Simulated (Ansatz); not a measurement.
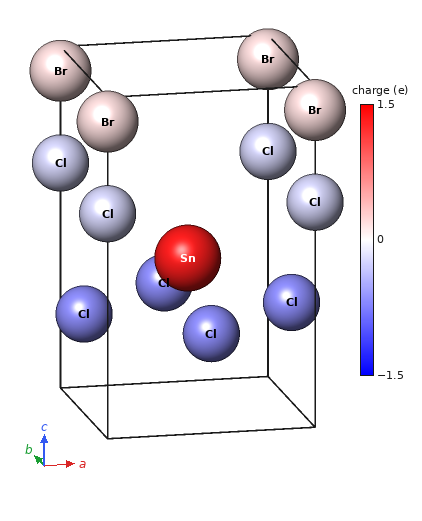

Shown here is a spheres-only view of the crystal, taken slightly off an axis. The box is the simulation cell; atoms on or close to its faces, edges and corners are drawn wherever they repeat. The atoms of this SnBrCl₃ cell are coloured by their Bader charge.

Electronic-structure method: DFT r2SCAN, scalar-relativistic, plane waves, PAW in Ansatz. Parameters: an energy cutoff of 500 eV, k-points on a 6×6×4 grid, Gaussian smearing of 0.02 eV, no spin polarisation.

Question: What charges do the elements carry?

Answer: Most positive: Sn; most negative: Cl. Charges: about Sn +1.3 e; Br +0.2 e; Cl -0.6 to -0.2 e. The transfer is large, as in an ionic solid.

The initial geometry was a structure type filled with these elements by a generator (whether the compound takes this form wasn't checked). Earlier steps of the study may have refined or changed the cell and positions. A calculation with Ansatz used it as input.
